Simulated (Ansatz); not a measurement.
# CH$_{3}$Cl$_{2}$FMoOS (SMILES C[O][Mo]([F])(=[S])([Cl])[Cl]): what the fields show

Input file:

```
crystal:
  periodic: [false, false, false]
  atoms:
    - {symbol: C, position_ang: [0.469126, -1.670043, -0.114741]}
    - {symbol: O, position_ang: [-0.063077, -0.502502, -0.672814]}
    - {symbol: Mo, position_ang: [-0.436987, 1.180563, -0.056483]}
    - {symbol: F, position_ang: [-2.034553, 0.495470, 0.604571]}
    - {symbol: S, position_ang: [-0.855080, 2.278564, -1.758237]}
    - {symbol: Cl, position_ang: [-0.659777, 2.705817, 1.628080]}
    - {symbol: Cl, position_ang: [1.828227, 1.372454, 0.296758]}
    - {symbol: H, position_ang: [1.495500, -1.468546, 0.213781]}
    - {symbol: H, position_ang: [-0.131402, -1.993885, 0.740963]}
    - {symbol: H, position_ang: [0.471122, -2.448993, -0.878980]}
basis:
  gaussian: {orbitals: def2-TZVPP}
hamiltonian: {xc: pbe0, dispersion: d4}
output: {orbitals: {seedname: orbitals}}
```

Run with:

```sh
ansatz run in.yaml --threads 2 --pin off --events-out ev --progress --plain --max-ram 32768MiB --backend cuda --devices 0, --max-vram 18GiB
```

Geometry: PBE0-D4/def2-TZVP; core potentials replace the inner electrons of Mo.

These are results of RKS PBE0-D4/def2-TZVPP (Ansatz), not measurements.

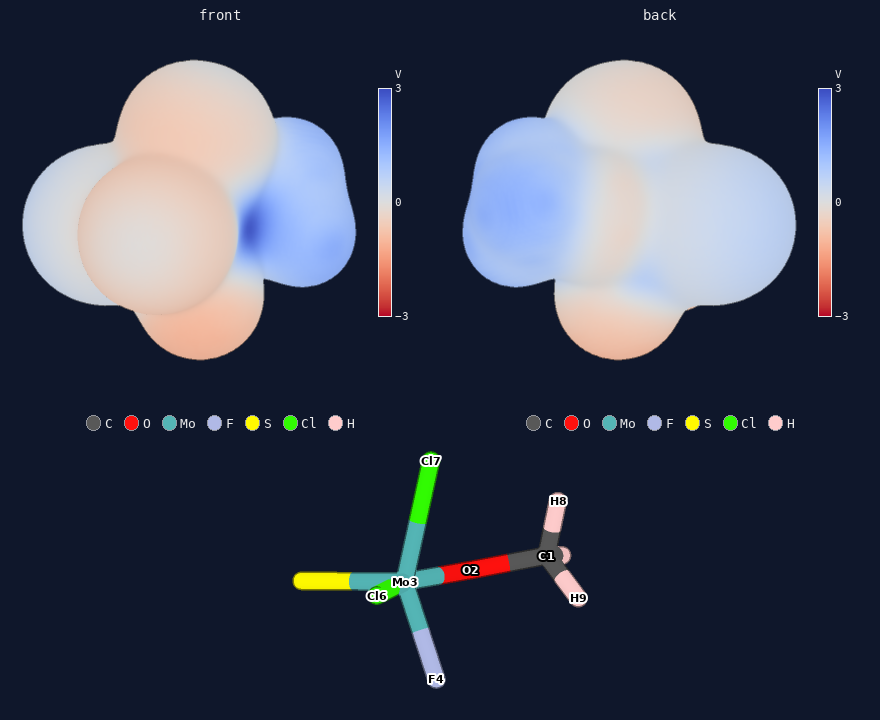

Figure 1. The molecular electrostatic potential painted on the density surface at 0.002 e/bohr³, seen from the front and from behind; the colour scale runs from red (negative) to blue (positive). The bare structure is drawn below in the same view.

### Where is the surface potential most negative and most positive?

The most negative region (about −1.0 V, or −23 kcal/mol for a unit charge) lies over F4, the most positive (about +2.4 V, or +55 kcal/mol for a unit charge) over Mo3.

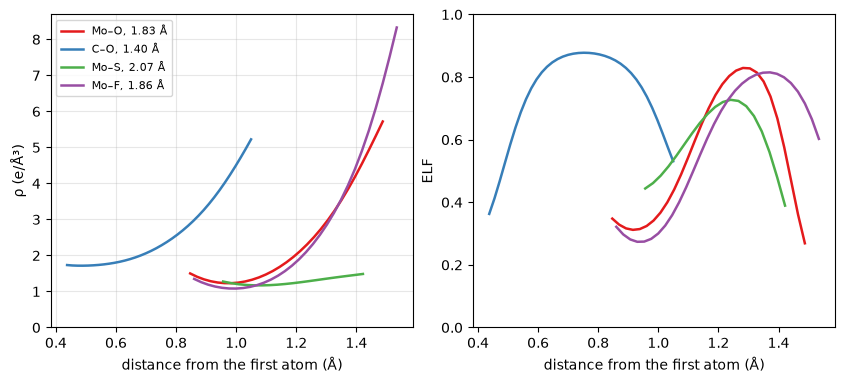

Figure 2. Electron density and electron localisation function along straight lines between neighbouring atoms. The curves leave out the atomic cores.

### What can be read from the curves?

Mo–O (1.83 Å): the density is about 1.3 e/Å³ at the midpoint; the ELF peaks at about 0.85 in the valence shell of O, 0.5 Å from its nucleus, and is about 0.30 at the midpoint.
C–O (1.40 Å): ρ at the midpoint is about 2.1 e/Å³, with its minimum of 1.7 e/Å³ about 0.5 Å from C; the ELF peaks at about 0.90 between the atoms; a shared but strongly polarised pair.
Mo–S (2.07 Å): the density is about 1.2 e/Å³ at the midpoint; the ELF peaks at about 0.75 in the valence shell of S, 0.8 Å from its nucleus, and is about 0.50 at the midpoint.
Mo–F (1.86 Å): the density is about 1.1 e/Å³ at the midpoint; the ELF peaks at about 0.80 in the valence shell of F, 0.5 Å from its nucleus, and drops to about 0.25 between the two atoms.

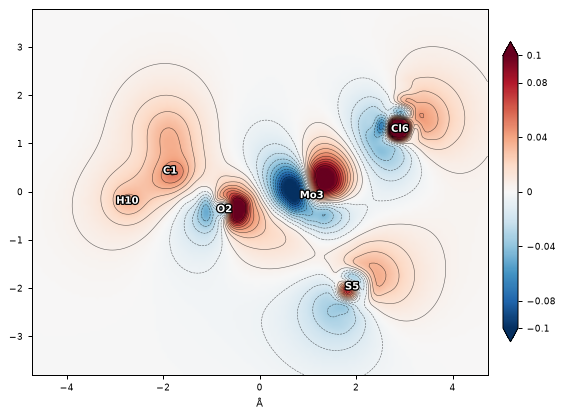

Figure 3. One frontier orbital on the plane of atoms O2, Mo3 and S5 (values in Å⁻³ᐟ²; the overall sign is arbitrary).

### Which orbital is it: HOMO or LUMO?

The LUMO, at −4.05 eV. By Hirshfeld shares it lies mainly on Mo3 (about 60 %), O2 (about 10 %), Cl6 (about 10 %) and Cl7 (about 5 %).
